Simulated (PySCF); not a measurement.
Consider CH4N (SMILES [CH2-]N) (charge −1).

The calculation's input:

```
{"job": {"kind": "sp", "xc": "PBE0", "basis": "ma-def2-TZVP", "d3": "d3bj", "grid": 2}, "charge": -1, "multiplicity": 1}
C     -0.727568    -0.179958    -0.161075
N      0.728675    -0.191940     0.097093
H     -1.270782    -0.396114     0.785663
H     -1.087009     0.813997    -0.529426
H      1.138101     0.696922     0.408219
H      1.239848    -0.460613    -0.738087
```

Run with:

```sh
OMP_NUM_THREADS=1 python redox_run.py task.json out
```

Geometry: PBE0-D3(BJ)/ma-def2-SVP.

Level of theory: DFT single point, gas phase, functional PBE0 in PySCF.

**What will maps of the electron density and electron localisation function show?**

C–N (1.48 Å): ρ is about 1.8 e/Å³ halfway; the ELF peaks at about 0.90 between the atoms (a shared electron pair).
C–H (1.12 Å): the density is about 1.8 e/Å³ at the midpoint; the ELF climbs to about 1 towards the hydrogen, as it does in any bond to H; a covalent bond by its length.

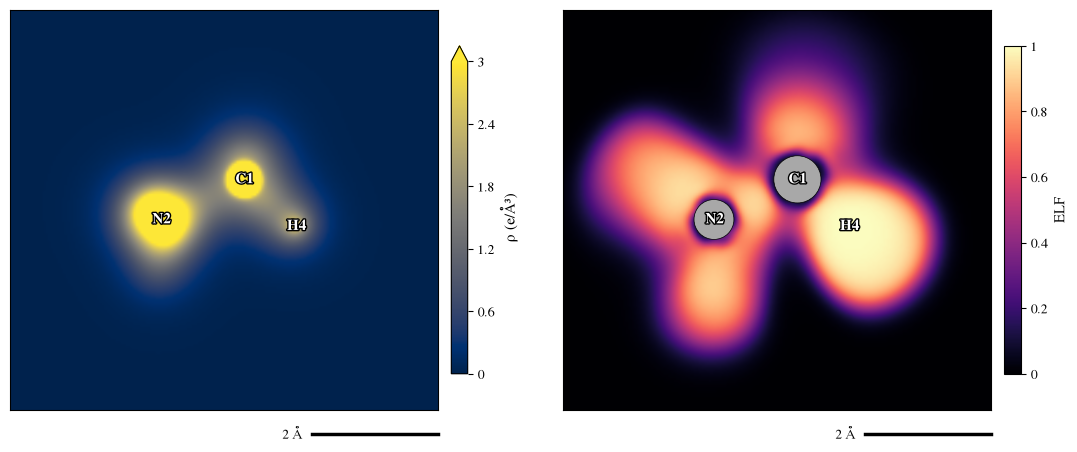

Computed electron density and electron localisation function on the plane of atoms N2, C1 and H4, in this order. Grey discs cover the atomic cores in the ELF map. 
